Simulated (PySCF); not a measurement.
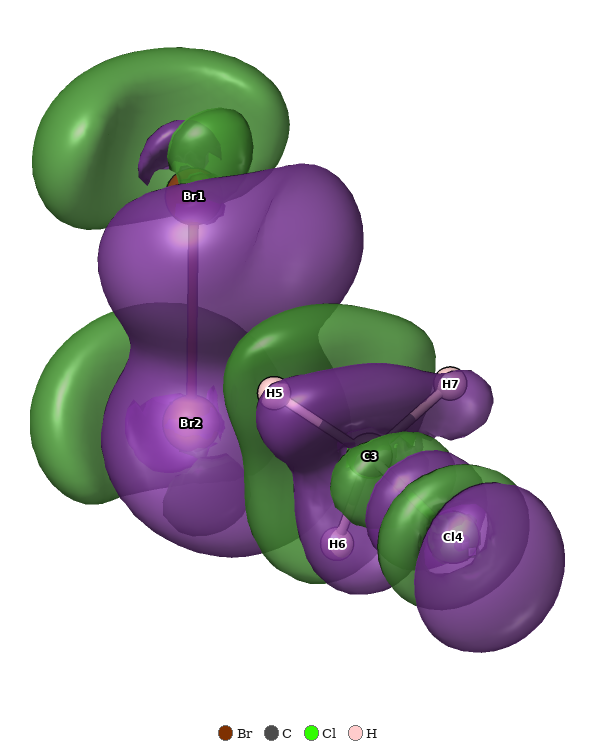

*CH3Br2Cl, SMILES `BrBr.CCl`. Density of the complex less the densities of the two fragments at the same geometry, ±0.0006 e/Å³ (purple: gain, green: loss). Fragment A: Br2 (atoms 1–2); fragment B: H3CCl.*

Computed with PySCF, B3LYP/aug-cc-pVDZ, geometry: GFN2-xTB. GFN2-xTB bond lengths at metals and heavier atoms can be off by up to 0.1 Å and shapes distorted, which carries into these values.

Cartesian coordinates (Å):

```
Br1     -1.2602    1.1427    0.0011
Br2     -1.2997   -1.1379    0.0008
C3       2.3239    0.0387   -0.0201
Cl4      4.0994   -0.0328    0.0078
H5       1.9997    0.6903    0.7863
H6       1.9440   -0.9694    0.1185
H7       2.0174    0.4388   -0.9822
```

Question: How is the density rearranged on binding?

Answer: Hirshfeld charges show almost no net transfer (under 0.005 e). 0.02 e is displaced in all, which induces a dipole of 0.24 D.

Question: What is the interaction energy, and which contacts carry it?

Answer: The counterpoise-corrected interaction energy of the frozen fragments is +0.6 kcal/mol without dispersion correction and −1.5 kcal/mol with D3(BJ). The pair geometry is semi-empirical, not a minimum at this level. Contacts: Br2···H6, 3.25 Å, ρ = 0.005 a.u.; Br1···H5, 3.38 Å, ρ = 0.004 a.u. The pose is a local one from a semi-empirical search, not shown to be the most stable.

Run time: 43 s on 1 thread of Arm Neoverse V2, with other jobs on the host, peak memory 0.72 GiB.
